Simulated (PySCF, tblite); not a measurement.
# C₄H₁₄AlNSi₂: geometry, infrared bands, NMR shifts and electronic excitations, part 2 of 2

tblite 0.8.0 and PySCF 2.14.0. Atoms count from 0. The steps go on from the part before.

## Step 6: Ultraviolet spectrum: CAM-B3LYP/def2-SVPD

The job: settings as JSON, then the geometry in Å.

```
{"job": {"kind": "uv", "xc": "CAM-B3LYP", "basis": "def2-SVPD", "ip": true}, "charge": 0, "multiplicity": 1}
Si    -2.441961    -0.891853     1.675309
N     -1.785162    -0.118510     0.246294
Si    -2.893111     0.539478    -0.942119
Al     0.002474     0.000467    -0.002383
C      1.493468    -0.649319     1.092189
C      2.643898    -0.462619     0.082399
C      2.443126     0.799908    -0.778370
C      1.051580     0.817619    -1.442627
H     -3.263713     0.065572     2.481420
H     -1.314294    -1.389401     2.519174
H     -3.323881    -2.045539     1.310625
H     -3.774180    -0.527796    -1.512970
H     -3.782233     1.582230    -0.338954
H     -2.102350     1.156964    -2.049300
H      1.641410     0.007132     1.970585
H      1.435003    -1.674984     1.488081
H      2.679366    -1.337895    -0.592611
H      3.628706    -0.425216     0.579091
H      3.256181     0.880591    -1.520124
H      2.543497     1.684871    -0.122727
H      1.044609     0.169002    -2.339020
H      0.757124     1.819212    -1.791868
```

Method: TDDFT CAM-B3LYP/def2-SVPD, vertical, gas phase, core orbitals frozen in the response.

Standard output:

```text
coarse grid: 18960 points
cycle   1  E = -1036.3410932917  dE =  5.147e-01  |g| = 5.982e-01  |ddm| = 6.000e+00
cycle   2  E = -1036.3195397284  dE =  2.155e-02  |g| = 6.902e-01  |ddm| = 1.687e+00
cycle   3  E = -1036.4285650024  dE = -1.090e-01  |g| = 9.290e-02  |ddm| = 8.359e-01
cycle   4  E = -1036.4303296182  dE = -1.765e-03  |g| = 4.435e-02  |ddm| = 1.794e-01
cycle   5  E = -1036.4308428912  dE = -5.133e-04  |g| = 6.314e-03  |ddm| = 6.576e-02
cycle   6  E = -1036.4308554231  dE = -1.253e-05  |g| = 1.046e-03  |ddm| = 1.707e-02
cycle   7  E = -1036.4308559019  dE = -4.788e-07  |g| = 4.484e-04  |ddm| = 3.522e-03
final grid: 166776 points
cycle   8  E = -1036.5781654969  dE = -3.021e-05  |g| = 3.135e-03  |ddm| = 7.037e-02
cycle   9  E = -1036.5781654629  dE =  3.394e-08  |g| = 3.272e-03  |ddm| = 1.057e-02
cycle  10  E = -1036.5781680839  dE = -2.621e-06  |g| = 3.276e-04  |ddm| = 4.104e-03
cycle  11  E = -1036.5781680974  dE = -1.355e-08  |g| = 2.419e-04  |ddm| = 7.557e-04
cycle  12  E = -1036.5781681114  dE = -1.397e-08  |g| = 2.604e-05  |ddm| = 3.285e-04
cycle  13  E = -1036.5781681116  dE = -2.137e-10  |g| = 6.427e-06  |ddm| = 7.676e-05
converged SCF energy = -1036.5781681116

Static polarisability (au): isotropic 130.053, principal 106.151 131.394 152.614

Singlet excitations
state   eV       nm        f      main configurations
  1   5.4460    227.7   0.00010   H->L+1 0.97
  2   5.9684    207.7   0.02781   H->L 0.92
  3   6.2981    196.9   0.00518   H-1->L 0.77, H-1->L+2 0.17
  4   6.7920    182.5   0.07203   H-1->L+1 0.93
  5   6.8901    179.9   0.01138   H-2->L+1 0.78, H->L+2 0.12
  6   6.9553    178.3   0.00166   H->L+2 0.62, H-2->L+1 0.15, H->L+3 0.09
  7   7.1079    174.4   0.16457   H-2->L 0.72, H->L+4 0.09
  8   7.1874    172.5   0.00536   H-1->L+5 0.52, H-1->L+2 0.27, H-1->L+3 0.12
  9   7.5159    165.0   0.00002   H->L+4 0.40, H->L+7 0.28, H-2->L 0.15
 10   7.5572    164.1   0.01373   H-1->L+2 0.41, H-1->L+3 0.35

Triplet excitations (Tamm-Dancoff, eV): 5.1461 5.5506 5.9707 6.0823
Vertical ionisation energy (delta-SCF) = 8.9794 eV
```

Wall time 5.6 min (1 thread of Arm Neoverse V1, shared host); peak memory 1.6 GiB.

The orbitals next to the gap, with their largest atomic shares:

```csv
orbital,eV,atoms
HOMO−3,-10.35,"C5 20 %, C6 20 %, H16 12 %"
HOMO−2,-9.56,"C7 15 %, C4 14 %, Al3 13 %"
HOMO−1,-9.08,"N1 51 %, Si0 11 %, Si2 11 %"
HOMO,-8.36,"C4 26 %, C7 26 %, Al3 17 %"
LUMO,0.32,"Al3 48 %, Si2 9 %, Si0 9 %"
LUMO+1,0.65,"Al3 45 %, N1 12 %, C7 10 %"
LUMO+2,1.10,"Al3 15 %, Si2 14 %, Si0 14 %"
```

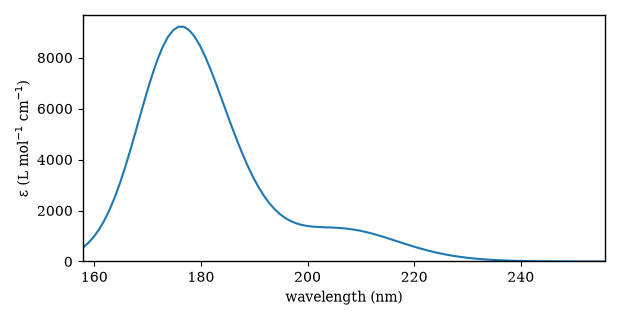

Absorption spectrum: each of the 10 states is a Gaussian band of 0.4 eV half-width at 1/e. Beyond the last state computed it falls off for lack of states.

Ground-state properties from the same run:

```csv
property,computed
dipole moment (D),0.42
polarisability (Å³),19.27
HOMO–LUMO gap (eV),8.68
−ε(HOMO) (eV),8.36
```

## Step 7: Shielding tensors: B3LYP/pcSseg-1

Same as in step 6 but for these lines:

```diff
@@ -1,2 +1,2 @@
-{"job": {"kind": "uv", "xc": "CAM-B3LYP", "basis": "def2-SVPD", "ip": true}, "charge": 0, "multiplicity": 1}
+{"job": {"kind": "nmr", "xc": "B3LYP", "basis": "pcSseg-1", "pop": false}, "charge": 0, "multiplicity": 1}
 Si    -2.441961    -0.891853     1.675309
```

Method: GIAO B3LYP/pcSseg-1 NMR shielding, non-relativistic, gas phase.

Standard output:

```text
coarse grid: 18960 points
cycle   1  E = -1036.9186018200  dE =  3.969e-01  |g| = 7.695e-01  |ddm| = 4.228e+00
cycle   2  E = -1036.7129512700  dE =  2.057e-01  |g| = 1.189e+00  |ddm| = 1.643e+00
cycle   3  E = -1037.0542610436  dE = -3.413e-01  |g| = 1.625e-01  |ddm| = 1.127e+00
cycle   4  E = -1037.0599194832  dE = -5.658e-03  |g| = 5.812e-02  |ddm| = 1.846e-01
cycle   5  E = -1037.0607282327  dE = -8.087e-04  |g| = 1.252e-02  |ddm| = 5.807e-02
cycle   6  E = -1037.0607636104  dE = -3.538e-05  |g| = 2.392e-03  |ddm| = 1.656e-02
cycle   7  E = -1037.0607648785  dE = -1.268e-06  |g| = 7.241e-04  |ddm| = 2.784e-03
final grid: 166776 points
cycle   8  E = -1037.1109186174  dE = -2.802e-05  |g| = 5.736e-03  |ddm| = 2.520e-02
cycle   9  E = -1037.1109097464  dE =  8.871e-06  |g| = 8.300e-03  |ddm| = 1.234e-02
cycle  10  E = -1037.1109267643  dE = -1.702e-05  |g| = 8.090e-04  |ddm| = 7.386e-03
cycle  11  E = -1037.1109268749  dE = -1.105e-07  |g| = 3.118e-04  |ddm| = 7.513e-04
cycle  12  E = -1037.1109268969  dE = -2.206e-08  |g| = 5.980e-05  |ddm| = 3.158e-04
cycle  13  E = -1037.1109268978  dE = -8.522e-10  |g| = 1.197e-05  |ddm| = 7.529e-05
converged SCF energy = -1037.1109268978

GIAO shielding tensors (ppm)
atom      isotropic    diamagn.    paramagn.     s11        s22        s33       span
  0 Si     390.620     878.626    -488.007    347.421    356.772    467.666    120.244
  1 N      218.289     334.031    -115.741    133.261    247.929    273.677    140.416
  2 Si     390.590     878.630    -488.040    347.198    356.907    467.664    120.466
  3 Al     298.090     801.059    -502.969    269.528    275.991    348.752     79.224
  4 C      173.766     253.640     -79.874    154.816    173.840    192.643     37.827
  5 C      148.799     246.717     -97.917    140.384    147.992    158.022     17.638
  6 C      148.817     246.709     -97.892    140.381    148.015    158.055     17.674
  7 C      173.714     253.651     -79.937    154.737    173.800    192.604     37.867
  8 H       26.682      28.097      -1.416     23.424     24.479     32.141      8.716
  9 H       26.515      29.699      -3.184     22.083     27.265     30.197      8.114
 10 H       26.671      28.055      -1.384     23.469     24.409     32.134      8.665
 11 H       26.682      28.105      -1.423     23.427     24.480     32.138      8.712
 12 H       26.670      28.063      -1.392     23.472     24.401     32.138      8.667
 13 H       26.509      29.704      -3.195     22.068     27.280     30.179      8.111
 14 H       31.509      32.522      -1.014     27.012     29.464     38.051     11.039
 15 H       30.954      32.467      -1.513     26.380     29.278     37.204     10.824
 16 H       30.446      30.976      -0.530     25.961     28.830     36.548     10.587
 17 H       29.227      28.350       0.877     23.995     27.691     35.995     12.000
 18 H       29.229      28.347       0.881     23.997     27.690     35.998     12.001
 19 H       30.444      30.968      -0.525     25.960     28.822     36.549     10.588
 20 H       31.507      32.514      -1.008     27.014     29.457     38.050     11.036
 21 H       30.952      32.457      -1.505     26.383     29.269     37.205     10.822
```

It took 44 s on 1 thread of Arm Neoverse V1, shared host; peak memory 1.2 GiB.

In short: δ C5 30.4, C4 5.5, Si0 -52.7, N1 45.2, H8 4.76, H16 1.55 ppm (means over like atoms).

## Step 8: Run by run: NMR shifts

Shifts (ppm) of some atoms, chosen among heavy atoms and hydrogens apart, means over like atoms, with basis size and wall time:

```csv
run,C5,C4,H8,H16,Si0,N1,Al3,functions,time
PBE0/pcSseg-1,28.8,4.9,4.86,1.53,-48.2,38.5,182.0,227,46 s
B3LYP/pcSseg-1,30.4,5.5,4.76,1.55,-52.7,45.2,186.7,227,44 s
```

## Step 9: What came out

What follows sums up all 2 parts.

| quantity | value |
| --- | --- |
| strongest single infrared mode (GFN2-xTB) | 792 cm⁻¹, 680 km/mol |
| zero-point energy (GFN2-xTB) | 100.5 kcal/mol |
| point group | C2 |
| rotational constants (main isotopes) | 1.99, 0.70, 0.53 GHz |
| ¹³C shifts against TMS (PBE0/pcSseg-1, means over atoms taken as alike) | 28.8, 4.9 ppm |
| ¹H shifts against TMS (PBE0/pcSseg-1, means over atoms taken as alike) | 4.86, 1.53, 0.16 ppm |
| ²⁹Si shifts against TMS (PBE0/pcSseg-1, means over atoms taken as alike) | -48.2 ppm |
| ¹⁵N shifts against NH3 (PBE0/pcSseg-1) | 38.5 ppm |
| ²⁷Al shifts against AlH4- (PBE0/pcSseg-1) | 182.0 ppm |
| lowest singlet (CAM-B3LYP/def2-SVPD) | 5.45 eV (228 nm), f = 0.000 |
| brightest single state of those computed | state 7, 7.11 eV, f = 0.165 |
| lowest triplet | 5.15 eV |
| vertical ionisation energy (ΔSCF) | 8.98 eV |
| range of the shift of N1 | 38.5 to 45.2 ppm |

**Reading.** Relaxing lowered the energy by 1.053 eV in 151 steps; the close pair that moved most is N1–Al3, from 1.918 to 1.818 Å (GFN2-xTB). All 60 modes are real, so the xTB geometry is a minimum. Unscaled tight-binding wavenumbers are off by several per cent, some by more. Its intensities can rank the bands wrongly. The optimisation took 10 steps and gained 0.396 eV; among the close pairs (by a distance rule), Si2–H11 changed most, from 1.437 to 1.497 Å (PBE0/def2-SVP). No frequency check was run at this level, so the end point may be a saddle. At PBE0/pcSseg-1: The widest tensor belongs to N1: span 138 ppm, with a paramagnetic part of -107 ppm. The lowest singlet, at 5.45 eV, is HOMO→LUMO+1 0.97 and is dark; of the 10 states computed, the strongest absorption comes from state 7 at 7.11 eV. The lowest triplet lies 0.30 eV below the lowest singlet (triplets in Tamm-Dancoff, singlets in full TDDFT). The orbital energy would give 8.36 eV for ionisation, ΔSCF gives 8.98 eV. Across the 2 runs the shift of N1 moves most, between 38.5 (PBE0/pcSseg-1) and 45.2 ppm (B3LYP/pcSseg-1).
